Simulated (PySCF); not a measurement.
# doublet CH3BO+ at 6 levels

Wanted: a comparison of 6 runs (U-r2SCAN/def2-TZVP, U-revPBE/def2-TZVP, UBLYP/def2-TZVP, UPBE/def2-TZVP, UTPSS/def2-TZVP, UCCSD(T)/def2-TZVP) of doublet CH3BO+. Input form: a Python script.

The results are computed with PySCF 2.14.0.

1 further run of the same task is left out (set aside as unsound or not needed).

## 1. Starting point

CH3BO+ has 6 atoms, charge +1, and is taken as a doublet. SMILES of the parent species: `[BH3-]C#[O+]`. The shape is that of a PBE0-D4/def2-TZVP optimisation. That shape belongs to the parent species and isn't relaxed for this state.

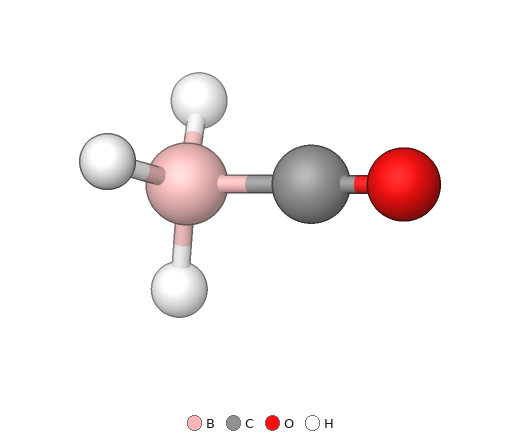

The structure, seen from a chosen angle (boron pink, carbon grey, oxygen red, hydrogen white).

## 2. The energy at U-r2SCAN/def2-TZVP (run 1)

Input file job.py:

```python
from pyscf import gto, dft

mol = gto.Mole()
mol.atom = '''
B       -0.275160       0.419730      -0.199910
C        0.494180      -0.755680       0.359250
O        1.068320      -1.631140       0.776320
H       -1.437140       0.121710      -0.050320
H        0.069540       0.485120      -1.356800
H        0.080260       1.360240       0.471460
'''
mol.max_memory = 1860
mol.basis = 'def2-tzvp'
mol.charge = 1
mol.verbose = 3
mol.spin = 1
mol.build()

calc0 = dft.UKS(mol)
calc0.xc = 'r2scan'
calc0.grids.level = 5
calc0.conv_tol = 1e-10
calc0.kernel()
if not calc0.converged:
    calc0 = calc0.newton().run(calc0.mo_coeff, calc0.mo_occ)

e_tot = calc0.e_tot
print('E = %.10f Eh' % e_tot)
```

On the command line:

```sh
$ OMP_NUM_THREADS=1 python job.py
```

The program printed:

```text
converged SCF energy = -139.499993607174  <S^2> = 0.7618625  2S+1 = 2.0118275
E = -139.4999936072 Eh
```

It took 2 min on 1 thread of Arm Neoverse V1, shared host; peak memory 0.65 GiB.

## 3. The energy at U-revPBE/def2-TZVP (run 2)

Input file run.py:

```python
from pyscf import gto, dft

mol = gto.M(
    atom='''
B     -0.275160     0.419730    -0.199910
C      0.494180    -0.755680     0.359250
O      1.068320    -1.631140     0.776320
H     -1.437140     0.121710    -0.050320
H      0.069540     0.485120    -1.356800
H      0.080260     1.360240     0.471460
''',
    verbose=4,
    basis='def2-tzvp',
    spin=1,
    charge=1,
    max_memory=1860,
)

myscf = dft.UKS(mol)
myscf.xc = 'revpbe'
myscf.conv_tol = 1e-10
myscf.grids.level = 5
myscf.kernel()
if not myscf.converged:
    myscf = myscf.newton().run(myscf.mo_coeff, myscf.mo_occ)

e_tot = myscf.e_tot
print('Final energy', e_tot)
```

On the command line:

```sh
$ OMP_NUM_THREADS=1 python run.py
```

The program printed:

```text
PySCF version 2.14.0

[... 56 lines left out ...]
WARN: beta  nocc = 10  HOMO -0.382162327979701 >= LUMO -0.382140805214549
[... 16 lines left out ...]
WARN: beta  nocc = 10  HOMO -0.581665476472504 >= LUMO -0.580830072333004
[... 1 line left out ...]
WARN: HOMO -0.581665476472504 >= LUMO -0.580830072333004
[... 16 lines left out ...]
WARN: beta  nocc = 10  HOMO -0.57845860442262 >= LUMO -0.578162273199681
[... 1 line left out ...]
WARN: HOMO -0.57845860442262 >= LUMO -0.578162273199681
[... 58 lines left out ...]
converged SCF energy = -139.547246918761  <S^2> = 0.75556402  2S+1 = 2.0055563
Final energy -139.54724691876066
```

Wall time 53 s (1 thread of Arm Neoverse V1, shared host); peak memory 0.59 GiB.

Runs 3 to 4 aren't shown in full; the table further down has their settings and results.

## 4. The energy at UTPSS/def2-TZVP (run 5)

Input file job.py:

```python
from pyscf import gto, dft

mol = gto.M(
    atom=[
    ('B', (-0.275160, 0.419730, -0.199910)),
    ('C', (0.494180, -0.755680, 0.359250)),
    ('O', (1.068320, -1.631140, 0.776320)),
    ('H', (-1.437140, 0.121710, -0.050320)),
    ('H', (0.069540, 0.485120, -1.356800)),
    ('H', (0.080260, 1.360240, 0.471460)),
],
    max_memory=1860,
    verbose=4,
    spin=1,
    basis='def2-tzvp',
    charge=1,
)

myscf = dft.UKS(mol, xc='tpss')
myscf.grids.level = 5
myscf.conv_tol = 1e-10
myscf.kernel()
if not myscf.converged:
    myscf = myscf.newton().run(myscf.mo_coeff, myscf.mo_occ)

e_final = myscf.e_tot
print('E(%s) = %.9f' % ('TPSS', e_final))
```

On the command line:

```sh
$ OMP_NUM_THREADS=1 python job.py
```

The program printed:

```text
PySCF version 2.14.0

[... 55 lines left out ...]
WARN: beta  nocc = 10  HOMO -0.388510517636518 >= LUMO -0.388488870676844
[... 78 lines left out ...]
converged SCF energy = -139.611348109049  <S^2> = 0.75879595  2S+1 = 2.0087767
E(TPSS) = -139.611348109
```

It took 2.1 min on 1 thread of Arm Neoverse V1, shared host; peak memory 0.65 GiB.

## 5. A single-point energy at UCCSD(T)/def2-TZVP (run 6)

Input file geometry.xyz:

```xyz
6

B     -0.275160     0.419730    -0.199910
C      0.494180    -0.755680     0.359250
O      1.068320    -1.631140     0.776320
H     -1.437140     0.121710    -0.050320
H      0.069540     0.485120    -1.356800
H      0.080260     1.360240     0.471460
```

Input file calc.py:

```python
from pyscf import gto, scf, cc

molecule = gto.Mole()
molecule.atom = 'geometry.xyz'
molecule.charge = 1
molecule.verbose = 3
molecule.basis = 'def2-tzvp'
molecule.spin = 1
molecule.max_memory = 1860
molecule.build()

mf = scf.UHF(molecule)
mf.conv_tol = 1e-10
mf.kernel()
if not mf.converged:
    mf = mf.newton().run(mf.mo_coeff, mf.mo_occ)

mycc = cc.CCSD(mf, frozen=3)
mycc.kernel()
e_t = mycc.ccsd_t()
e_tot = mycc.e_tot + e_t
print('E = %.10f Eh' % e_tot)
```

On the command line:

```sh
$ OMP_NUM_THREADS=1 python calc.py
```

The program printed:

```text
converged SCF energy = -138.775883980576  <S^2> = 0.77698138  2S+1 = 2.0268018
E(UCCSD) = -139.2587296348531  E_corr = -0.4828456542766352
UCCSD(T) correction = -0.0227468631121653
E = -139.2814764980 Eh
```

Run time: 5.9 min. Hardware: 1 thread of Arm Neoverse V1, shared host; peak memory 6.1 GiB.

## 6. All runs side by side

```tsv
run	level	integration grid	frozen core orbitals	energy (Eh)	HOMO energy (eV)	LUMO energy (eV)	⟨S²⟩	wall time
1	U-r2SCAN/def2-TZVP	5	–	-139.499994	-16.10	-15.49	0.762	2 min
2	U-revPBE/def2-TZVP	5	–	-139.547247	-15.81	-15.66	0.756	53 s
3	UBLYP/def2-TZVP	5	–	-139.550405	-15.72	-15.66	0.756	79 s
4	UPBE/def2-TZVP	5	–	-139.409591	-15.82	-15.71	0.755	61 s
5	UTPSS/def2-TZVP	5	–	-139.611348	-15.95	-15.59	0.759	2.1 min
6	UCCSD(T)/def2-TZVP	–	3	-139.281476	-20.27	-10.17	0.777	5.9 min
```

## 7. Results

| quantity | value |
| --- | --- |
| run 6: total energy | -139.28148 Eh |
| run 6: HOMO energy (Hartree–Fock orbitals) (highest over α and β) | -20.27 eV |
| run 6: LUMO energy (Hartree–Fock orbitals) (lowest over α and β) | -10.17 eV |
| run 6: correlation energy (3 core orbitals frozen) | -505.6 mEh |
| run 6: (T) correction | -22.75 mEh |
| run 6: ⟨S²⟩ of the reference determinant | 0.777 |
| run 6: T1 diagnostic | 0.034 |

**Reading.** Totals of different functionals can't be ranked against each other. All runs together took 13 min, the longest 5.9 min.
